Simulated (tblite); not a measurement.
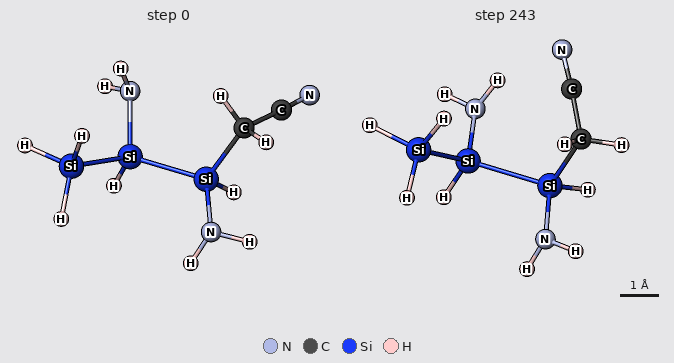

The structure of C₂H₁₁N₃Si₃ before (left) and after (right) a relaxation, at one scale.

A ball-and-stick model, seen at a tilt.

Theory: GFN2-xTB geometry optimisation, gas phase (tblite). 

**Summarise the run.**

Over 243 geometry steps the energy falls by 23.0 kcal/mol. The largest move after the best rigid fit is that of an N atom, 2.79 Å. By element the largest moves are N 2.79 Å, H 1.66 Å, C 1.54 Å, Si 0.54 Å. Near-neighbour distances that change, for instance: Si–Si 2.190 → 2.313 Å, Si–Si 2.228 → 2.333 Å, C–Si 1.861 → 1.937 Å, N–Si 1.796 → 1.730 Å. Bond angles that change, for instance: Si–Si–H 106.6° → 121.4°, Si–N–H 106.1° → 119.9°, Si–N–H 108.1° → 118.9°. Groups turn about C–Si by about 65°, N–Si by about 35°, Si–Si by about 30°.
